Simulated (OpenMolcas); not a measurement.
# A workflow on GeHCl3 (SMILES [Cl][GeH]([Cl])[Cl])

We compute the energy (HF/ANO-R0), then a single-point energy (CASSCF(2,2)/ANO-R1), then an energy scan (CASPT2(2,2)/ANO-R1), then the energy along one coordinate (SC-NEVPT2(2,2)/ANO-R1), then the energy along one coordinate (MC-PDFT[tPBE](2,2)/ANO-R1) of GeHCl3. 

The results are computed with OpenMolcas 26.06.

## (1) Starting point

GeHCl3: 5 atoms, total charge 0, spin state singlet. As SMILES, `[Cl][GeH]([Cl])[Cl]`. The coordinates come from a PBE0-D4/def2-TZVP relaxation.

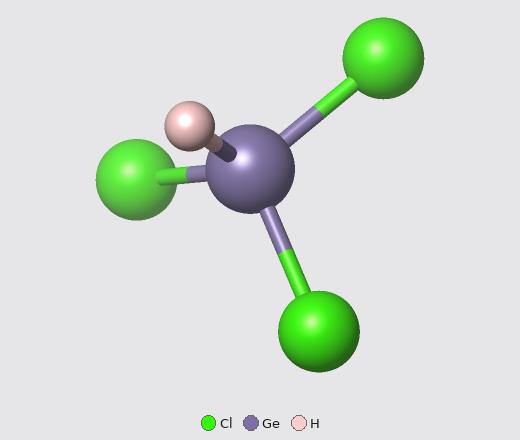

The structure, seen from a chosen angle (chlorine green, germanium purple, hydrogen pink).

## (2) The energy at HF/ANO-R0 (sfX2C) (run 1)

The input, input.xyz:

```xyz
5

Cl    -1.177700    -0.012800     1.700700
Ge     0.102400     0.090600     0.006200
Cl     1.117900    -1.767600    -0.185300
Cl    -1.095100     0.385600    -1.725800
H      1.102600     1.230700     0.163000
```

The input, step1.inp:

```
&GATEWAY
Coord=input.xyz
Basis=ANO-R0
Group=NoSym
&SEWARD
&SCF
PrOrbitals=0
&LOCALISATION
Occupied
Freeze
Pipek-Mezey
&LOCALISATION
FileOrb=$Project.LocOrb
Virtual
Pipek-Mezey
```

On the command line:

```bash
export MOLCAS_MEM=1860
pymolcas step1.inp > step1.log
```

What it wrote:

```text
--- Start Module: gateway ---
[...]
--- Stop Module: gateway /rc=_RC_ALL_IS_WELL_ ---
[...]
      Basis functions           46
[...]
       Convergence after   9 Iterations
[...]
::    Total SCF energy                              -3480.2997259549
[...]
      Total spin, S                                     0.0000000000
[...]
      Total electronic charge=   84.000000
      Total            charge=   -0.000000
[...]
      Dipole Moment (debye):
      Origin of the operator (angstrom)=   -0.1763   -0.2271   -0.0375
                   X=  2.3683E-01               Y=  2.6997E-01               Z=  3.6930E-02           Total=  3.6102E-01
      Quadrupole Moment (debye*angstrom):
[...]
--- Start Module: localisation ---
[...]
--- Stop Module: localisation /rc=_RC_ALL_IS_WELL_ ---
--- Start Module: localisation ---
[...]
--- Stop Module: localisation /rc=_RC_ALL_IS_WELL_ ---
[...]
```

Run time: 5.1 s. Hardware: 1 thread of Intel Xeon 6975P-C (Granite Rapids), shared host; peak memory 0.41 GiB.

## (3) A single-point energy at CASSCF(2,2)/ANO-R1 (sfX2C, RICD fitting) (run 2)

input.xyz is that of step 2.

The input, step2.inp:

```
* Cl3GeH CASSCF
&GATEWAY
Coord=input.xyz
Basis=ANO-R0
Group=NoSym
&SEWARD
&RASSCF
FileOrb=$CurrDir/step1.LocOrb
Alter=2
1 33 42
1 43 46
Spin=1
Nactel=2 0 0
Inactive=41
Ras2=2
OrbListing=Nothing
>>> COPY $Project.RunFile RUNFIL1
>>> COPY $Project.RasOrb INPORB
&GATEWAY
Coord=input.xyz
Basis=ANO-R1
Group=NoSym
RICD
&SEWARD
>>> COPY $Project.RunFile RUNFIL2
&EXPBAS
&RASSCF
FileOrb=$Project.ExpOrb
Spin=1
Nactel=2 0 0
Inactive=41
Ras2=2
OrbListing=Nothing
OrbAppear=Compact
```

On the command line:

```bash
export MOLCAS_MEM=1860
pymolcas step2.inp > step2.log
```

What it wrote:

```text
--- Start Module: gateway ---
[...]
--- Stop Module: gateway /rc=_RC_ALL_IS_WELL_ ---
[...]
      Basis functions           46
[...]
      Number of active orbitals                  2
[...]
      Spin quantum number                      0.0
[...]
      Active orbitals                            2
[...]
      Number of CSFs                             3
[...]
      Number of root(s) required                 1
[...]
      Convergence after 10 iterations
[...]
      printout of CI-coefficients larger than  0.05 for root  1
      energy=   -3480.306020
      conf/sym  11     Coeff  Weight
             1  20   0.99612 0.99226
             3  02  -0.08798 0.00774
      Natural orbitals and occupation numbers for root  1
      sym 1:   1.984519   0.015481
      ************************************************************************************************************************
      *                                                    Final results                                                     *
[...]
::    RASSCF root number  1 Total energy:  -3480.30601954
[...]
      Basis functions           98
[...]
--- Start Module: expbas ---
[...]
--- Stop Module: expbas /rc=_RC_ALL_IS_WELL_ ---
--- Start Module: rasscf ---
[...]
      Convergence after 13 iterations
[...]
      Natural orbitals and occupation numbers for root  1
      sym 1:   1.977670   0.022330
      ************************************************************************************************************************
      *                                                    Final results                                                     *
[...]
::    RASSCF root number  1 Total energy:  -3480.66349317
[...]
      Total electronic charge=   84.000000
      Total            charge=   -0.000000
[...]
      Dipole Moment (debye):
      Origin of the operator (angstrom)=   -0.1763   -0.2271   -0.0375
                   X=  1.1561E+00               Y=  1.3179E+00               Z=  1.8105E-01           Total=  1.7624E+00
      Quadrupole Moment (debye*angstrom):
[...]
--- Stop Module: rasscf /rc=_RC_ALL_IS_WELL_ ---
[...]
```

Run time: 20 s. Hardware: 1 thread of Intel Xeon 6975P-C (Granite Rapids), shared host; peak memory 0.41 GiB.

## (4) The energy along one coordinate at CASPT2(2,2)/ANO-R1 (sfX2C, RICD fitting, ipea shift 0.25 Eh, pt2 variant SS) (run 3)

The input, step3.inp:

```
>>> COPY $CurrDir/step2.RasOrb $Project.RasOrb
>>> ForEach K in (1, 2, 3, 4, 5, 6, 7, 8, 9)

&GATEWAY
  Coord=$CurrDir/point$K.xyz
  Basis=ANO-R1
  Group=NoSym
  RICD

&SEWARD

&RASSCF
  FileOrb=$Project.RasOrb
  Spin=1
  Nactel=2 0 0
  Inactive=41
  Ras2=2
  OrbListing=Nothing
  OrbAppear=Compact

&CASPT2
  Imaginary=0.2
  Frozen=24
>>> EndDo
```

On the command line:

```bash
export MOLCAS_MEM=1860
pymolcas step3.inp > step3.log
```

What it wrote, cut to the lines that bear on the results:

```text
[...]
      Basis functions           98
[...]
      Number of active orbitals                  2
[...]
      Spin quantum number                      0.0
[...]
      Active orbitals                            2
[...]
      Number of CSFs                             3
[...]
      Number of root(s) required                 1
[...]
      Convergence after 10 iterations
[...]
      Natural orbitals and occupation numbers for root  1
      sym 1:   1.984574   0.015426
      ************************************************************************************************************************
      *                                                    Final results                                                     *
[...]
::    RASSCF root number  1 Total energy:  -3480.65375160
[...]
      E2 (Variational):          -0.8739517539
[...]
::    CASPT2 Root  1     Total energy:  -3481.52770335
[...]
      Convergence after 10 iterations
[...]
      Natural orbitals and occupation numbers for root  1
      sym 1:   1.977656   0.022344
      ************************************************************************************************************************
      *                                                    Final results                                                     *
[...]
      Convergence after  9 iterations
[...]
      Natural orbitals and occupation numbers for root  1
      sym 1:   1.740308   0.259692
      ************************************************************************************************************************
      *                                                    Final results                                                     *
[...]
      Convergence after  9 iterations
[...]
      Natural orbitals and occupation numbers for root  1
      sym 1:   1.505872   0.494128
      ************************************************************************************************************************
      *                                                    Final results                                                     *
[...]
      Convergence after  9 iterations
[...]
::    RASSCF root number  1 Total energy:  -3480.53933276
[...]
::    CASPT2 Root  1     Total energy:  -3481.40355451
[...]
      Convergence after  8 iterations
[...]
::    RASSCF root number  1 Total energy:  -3480.53701198
[...]
      E2 (Variational):          -0.8637401542
[...]
::    CASPT2 Root  1     Total energy:  -3481.40075213
[...]
```

Run time: 2.1 min. Hardware: 1 thread of Intel Xeon 6975P-C (Granite Rapids), shared host; peak memory 0.16 GiB.

The scan, from its lowest point:

| H5–Ge2 (Å) | energy (kJ/mol) |
| --- | --- |
| 1.372 | 19.6 |
| 1.525 | 0.0 |
| 1.677 | 20.1 |
| 1.906 | 81.3 |
| 2.211 | 171.8 |
| 2.592 | 260.1 |
| 3.049 | 318.6 |
| 3.659 | 345.6 |
| 4.574 | 352.9 |

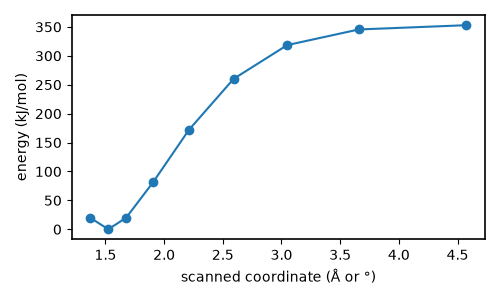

Energy along the scan.

## (5) An energy scan at SC-NEVPT2(2,2)/ANO-R1 (sfX2C, RICD fitting, pt2 variant SC-NEVPT2) (run 4)

The input, step4.input:

```
* Cl3GeH NEVPT2
>>> EXPORT MOLCAS_PRINT=2
>>> COPY $CurrDir/step2.RasOrb $Project.RasOrb
>>> ForEach K in (1, 2, 3, 4, 5, 6, 7, 8, 9)

&GATEWAY
 COORD = $CurrDir/point$K.xyz
 BASIS = ANO-R1
 GROUP = NoSym
 RICD

&SEWARD

&RASSCF
 FILEORB = $Project.RasOrb
 SPIN = 1
 NACTEL = 2 0 0
 INACTIVE = 41
 RAS2 = 2
 ORBLISTING = Nothing
 ORBAPPEAR = Compact

&CASPT2
 SC-NEVPT2
 FROZEN = 24
>>> EndDo
```

On the command line:

```bash
export MOLCAS_MEM=1860
pymolcas step4.input > step4.log
```

What it wrote, cut to the lines that bear on the results:

```text
[...]
      Basis functions           98
[...]
      Number of active orbitals                  2
[...]
      Spin quantum number                      0.0
[...]
      Active orbitals                            2
[...]
      Number of CSFs                             3
[...]
      Number of root(s) required                 1
[...]
      Convergence after 10 iterations
[...]
      Natural orbitals and occupation numbers for root  1
      sym 1:   1.984574   0.015426
      ************************************************************************************************************************
      *                                                    Final results                                                     *
[...]
::    RASSCF root number  1 Total energy:  -3480.65375160
[...]
      E2 (Variational):          -0.8650607934
[...]
::    SC-NEVPT2 Root  1     Total energy:  -3481.51878053
[...]
      Convergence after 10 iterations
[...]
      Natural orbitals and occupation numbers for root  1
      sym 1:   1.977656   0.022344
      ************************************************************************************************************************
      *                                                    Final results                                                     *
[...]
      Convergence after  9 iterations
[...]
      Natural orbitals and occupation numbers for root  1
      sym 1:   1.740308   0.259692
      ************************************************************************************************************************
      *                                                    Final results                                                     *
[...]
      Convergence after  9 iterations
[...]
      Natural orbitals and occupation numbers for root  1
      sym 1:   1.505872   0.494128
      ************************************************************************************************************************
      *                                                    Final results                                                     *
[...]
      Convergence after  9 iterations
[...]
::    RASSCF root number  1 Total energy:  -3480.53933276
[...]
::    SC-NEVPT2 Root  1     Total energy:  -3481.40125341
[...]
      Convergence after  8 iterations
[...]
::    RASSCF root number  1 Total energy:  -3480.53701198
[...]
      E2 (Variational):          -0.8617301904
[...]
::    SC-NEVPT2 Root  1     Total energy:  -3481.39874217
[...]
```

Wall time 2.3 min (1 thread of Intel Xeon 6975P-C (Granite Rapids), shared host); peak memory 0.16 GiB.

The scan, from its lowest point:

| H5–Ge2 (Å) | energy (kJ/mol) |
| --- | --- |
| 1.372 | 22.8 |
| 1.525 | 0.0 |
| 1.677 | 17.6 |
| 1.906 | 76.0 |
| 2.211 | 164.1 |
| 2.592 | 250.3 |
| 3.049 | 306.5 |
| 3.659 | 331.4 |
| 4.574 | 338.0 |

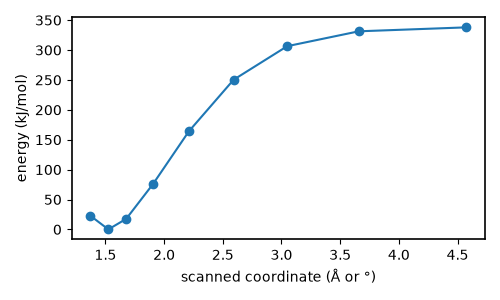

Energy along the scan.

## (6) The energy along one coordinate at MC-PDFT[tPBE](2,2)/ANO-R1 (sfX2C, RICD fitting) (run 5)

The input, step5.input:

```
* Cl3GeH MC-PDFT
>>> COPY $CurrDir/step2.RasOrb $Project.RasOrb
>>> ForEach K in (1, 2, 3, 4, 5, 6, 7, 8, 9)

&GATEWAY
  Coord=$CurrDir/point$K.xyz
  Basis=ANO-R1
  Group=NoSym
  RICD

&SEWARD

&RASSCF
  FileOrb=$Project.RasOrb
  Spin=1
  Nactel=2 0 0
  Inactive=41
  Ras2=2
  OrbListing=Nothing
  OrbAppear=Compact

&MCPDFT
  KSDFT=T:PBE
>>> EndDo
```

On the command line:

```bash
export MOLCAS_MEM=1860
pymolcas step5.input > step5.log
```

What it wrote, cut to the lines that bear on the results:

```text
--- Start Module: gateway ---
[...]
      Basis functions           98
[...]
      Number of active orbitals                  2
[...]
      Spin quantum number                      0.0
[...]
      Active orbitals                            2
[...]
      Number of CSFs                             3
[...]
      Number of root(s) required                 1
[...]
      Convergence after 10 iterations
[...]
      Natural orbitals and occupation numbers for root  1
      sym 1:   1.984574   0.015426
      ************************************************************************************************************************
      *                                                    Final results                                                     *
[...]
::    RASSCF root number  1 Total energy:  -3480.65375160
[...]
::    MCPDFT root number  1 Total energy:  -3483.59490674
[...]
      Convergence after 10 iterations
[...]
      Natural orbitals and occupation numbers for root  1
      sym 1:   1.977656   0.022344
      ************************************************************************************************************************
      *                                                    Final results                                                     *
[...]
      Convergence after  9 iterations
[...]
      Natural orbitals and occupation numbers for root  1
      sym 1:   1.740308   0.259692
      ************************************************************************************************************************
      *                                                    Final results                                                     *
[...]
      Convergence after  9 iterations
[...]
      Natural orbitals and occupation numbers for root  1
      sym 1:   1.505872   0.494128
      ************************************************************************************************************************
      *                                                    Final results                                                     *
[...]
      Convergence after  9 iterations
[...]
::    RASSCF root number  1 Total energy:  -3480.53933276
[...]
::    MCPDFT root number  1 Total energy:  -3483.47446557
[...]
      Convergence after  8 iterations
[...]
::    RASSCF root number  1 Total energy:  -3480.53701198
[...]
      Total electronic charge=   84.000000
      Total            charge=   -0.000000
[...]
::    MCPDFT root number  1 Total energy:  -3483.47269887
[...]
```

Wall time 2.1 min (1 thread of Intel Xeon 6975P-C (Granite Rapids), shared host); peak memory 0.16 GiB.

The scan, from its lowest point:

| H5–Ge2 (Å) | energy (kJ/mol) |
| --- | --- |
| 1.372 | 24.4 |
| 1.525 | 0.0 |
| 1.677 | 15.5 |
| 1.906 | 71.4 |
| 2.211 | 159.3 |
| 2.592 | 250.6 |
| 3.049 | 313.8 |
| 3.659 | 340.6 |
| 4.574 | 345.2 |

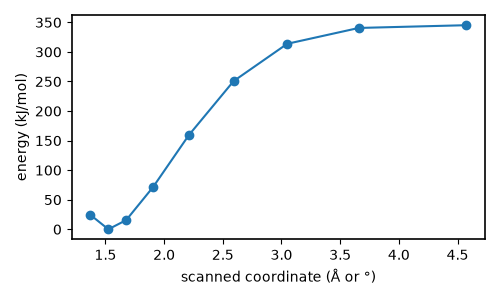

Energy along the scan.

## (7) Outcome

| quantity | value |
| --- | --- |
| run 1, HF/ANO-R0: total energy | -3480.29973 Eh |
| run 1, HF/ANO-R0: dipole moment | 0.36 D |
| run 1, HF/ANO-R0: HOMO energy | -11.88 eV |
| run 1, HF/ANO-R0: LUMO energy | 1.75 eV |
| run 1, HF/ANO-R0: HOMO–LUMO gap | 13.63 eV |
| run 2, CASSCF(2,2)/ANO-R1: total energy | -3480.66349 Eh |
| run 2, CASSCF(2,2)/ANO-R1: dipole moment (CASSCF density) | 1.76 D |
| run 3, CASPT2(2,2)/ANO-R1: lowest energy of the scan | -3481.53518 Eh |
| run 4, SC-NEVPT2(2,2)/ANO-R1: lowest energy of the scan | -3481.52746 Eh |
| run 5, MC-PDFT[tPBE](2,2)/ANO-R1: lowest energy of the scan | -3483.60419 Eh |

What this shows: Mulliken charges (run 1, HF/ANO-R0) run from -0.17 on Cl1 to +0.54 on Ge2.
